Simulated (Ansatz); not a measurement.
System: ZrBiS$_{3}$.

Input

```
crystal:
  lattice:
    - [5.1099407419, 0.0, 0.0]
    - [0.0, 5.1099407419, 0.0]
    - [0.0, 0.0, 5.1099407419]
  atoms:
    - { symbol: Zr, position: [0.0, 0.0, 0.0] }
    - { symbol: Bi, position: [0.5, 0.5, 0.5] }
    - { symbol: S, position: [0.5, 0.5, 0.0] }
    - { symbol: S, position: [0.5, 0.0, 0.5] }
    - { symbol: S, position: [0.0, 0.5, 0.5] }
basis:
  ecutwfc: 420
kpoints:
  mp_grid: { grid: [8, 8, 8] }
hamiltonian:
  xc: pbe
scf:
  occupations: { method: gaussian, width: 0.1 }
output:
  forces: true
  stress: true
  eigenvalues: true
  write_density: true
  write_potential: true
  elf: true
  volumetric_format: npy
relax:
  adjacent_minimum: "off"
  f_tol: 0.01
  max_steps: 80
  cell: { stress_tol: 0.05 }
```

Command:

```sh
ansatz run input.yaml --threads 1 --pin off --max-ram 2560MiB --backend cpu --events-out ev --progress --plain --runs-dir out
```

Below, planes, directions and counts refer to the conventional cell (a = 5.11 Å, b = 5.11 Å, c = 5.11 Å, α = 90.00°, β = 90.00°, γ = 90.00°).

Space group Pm-3m; started from the BaTiO3_123 prototype, which need not be the ambient phase; computed without spin polarisation.

Computed with DFT PBE, scalar-relativistic, plane waves, PAW in Ansatz.

Predict the valence pseudo-density and electron localisation function between the atoms.

Bi–S (2.56 Å): ρ at the midpoint is about 0.49 e/Å³; the ELF peaks at about 0.85 in the valence shell of S, 0.8 Å from its nucleus, and drops to about 0.30 between the two atoms.
Zr–S (3.62 Å): ρ at the midpoint is about 0.08 e/Å³; the ELF is about 0.25 at the midpoint and 0.10 at its lowest between the atoms; no shared electron pair shows on this line.

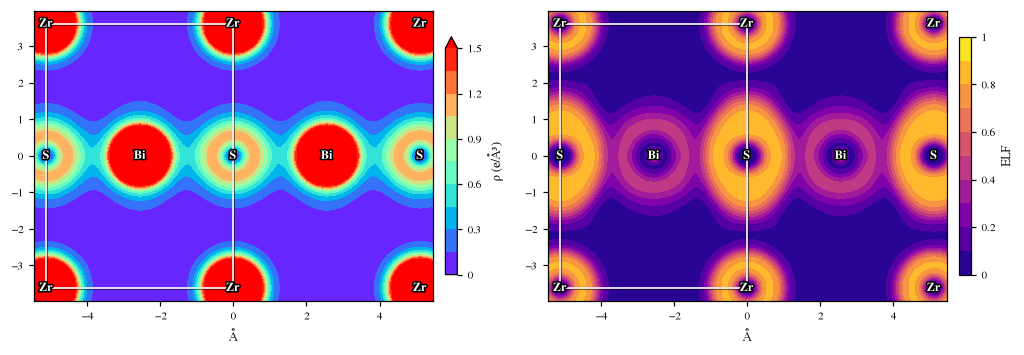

Computed valence pseudo-density and electron localisation function on the (101̄) plane of the conventional cell, in this order. 

In a PAW calculation such maps are meaningful between the atoms, not at the nuclei.
